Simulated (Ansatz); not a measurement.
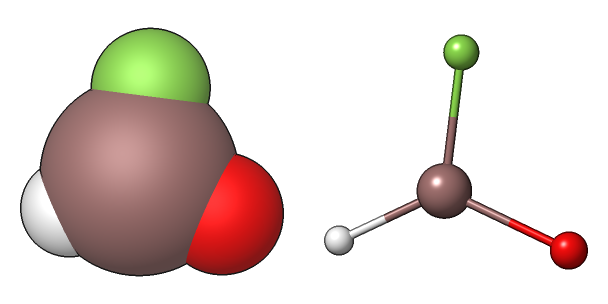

Both panels show the same species. Colours: oxygen red, indium brown, fluorine green, hydrogen white.

Charge 0, doublet. The geometry was computed by an optimisation with PBE0-D4/def2-TZVP.

Give the formula.

FHInO, 4 atoms: 1 fluorine, 1 hydrogen, 1 indium and 1 oxygen.

What is its SMILES?

[O][InH][F]

How many bonds of each kind are drawn?

1 In–O, 1 F–In, 1 In–H.

Give the symmetry (Schoenflies symbol).

Cs.

More results for the same structure follow; atom numbers are the same in all pictures, views and colours differ.

**Shape**

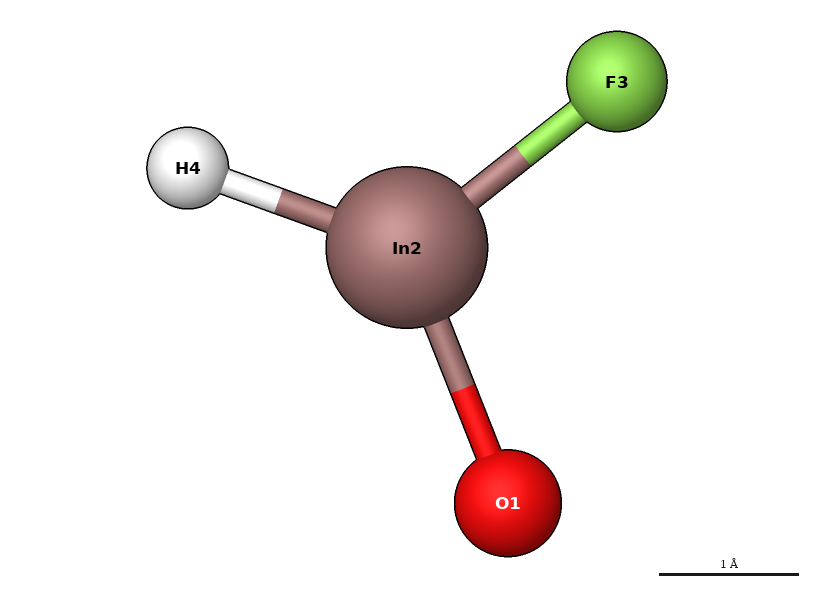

Numbered structure.

Give these bond angles: O1–In2–F3, O1–In2–H4, F3–In2–H4.

```json
{"angle": "O1–In2–F3", "degrees": "107.0"}
{"angle": "O1–In2–H4", "degrees": "131.3"}
{"angle": "F3–In2–H4", "degrees": "121.7"}
```

**Vibrations**

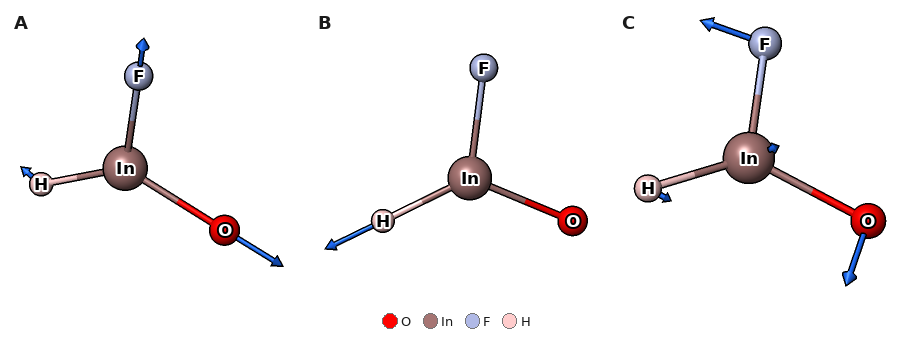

3 normal modes of one molecule or complex, as arrows. Harmonic vibrations computed with UKS PBE0-D4/def2-TZVP, core potentials on In (Ansatz 0.2.0) at a stationary point of the same level.

Match the panels to the wavenumbers 137 cm⁻¹, 596 cm⁻¹, 1925 cm⁻¹.

A: 596 cm⁻¹, In–O stretching
B: 1925 cm⁻¹, In–H stretching
C: 137 cm⁻¹, F–In–O bending

**Dipole moment**

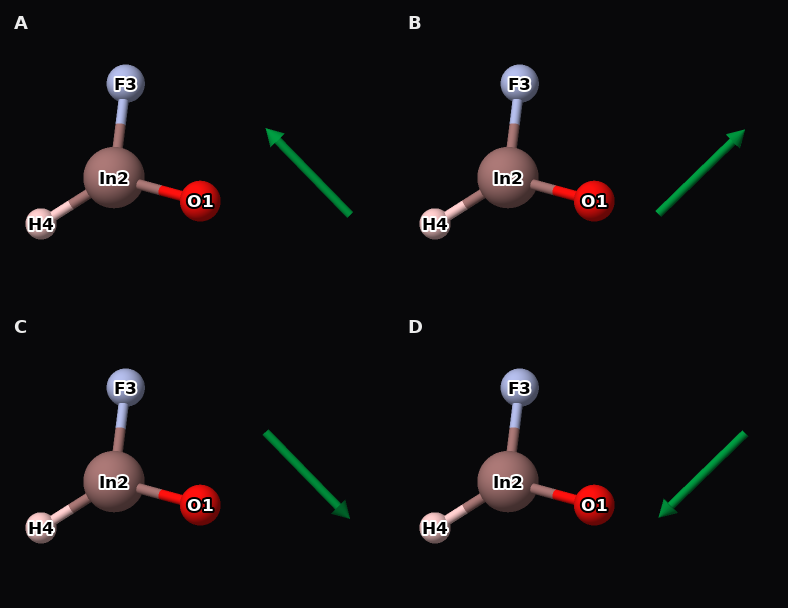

The same molecule four times, each with an arrow. Method: UKS B3LYP-D4/def2-TZVPP, core potentials on In (Ansatz 0.2.0).

Which arrow points along the dipole moment, from the negative to the positive end?

D. The dipole moment is 3.22 D; it points from the side of F3 to the side of H4 (the outermost atoms at the two ends).

**Thermal motion**

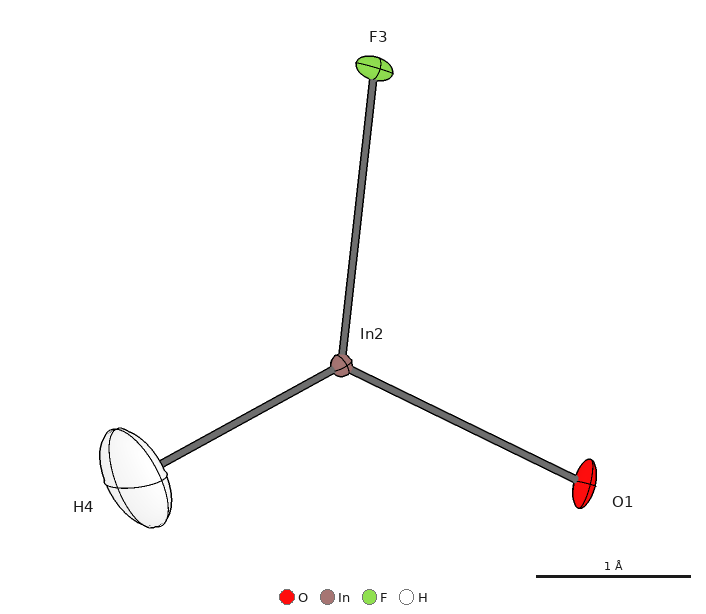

Displacement ellipsoids at the 50 % level, from the internal vibrations of the free molecule (harmonic, no overall translation or rotation; no half-axis is drawn under 0.075 Å). Vibrations computed with UKS PBE0-D4/def2-TZVP, core potentials on In (Ansatz 0.2.0). Temperature: 298 K.

Which atom moves most?

H4, with U_eq = 0.0367 Å².

Does H4 move more along its bond or across it?

Across it: the root-mean-square amplitude is 0.094 Å along the bond and up to 0.227 Å across, since bending and torsion are softer than stretching.

List U_eq and the three principal root-mean-square amplitudes for each kind of atom.

```
atom  U_eq (Å²)   rms amplitudes (Å)
  O1     0.0044  0.011, 0.041, 0.106
 In2    0.00019  0.005, 0.008, 0.022
  F3     0.0033  0.008, 0.037, 0.091
  H4     0.0367  0.094, 0.223, 0.227
```
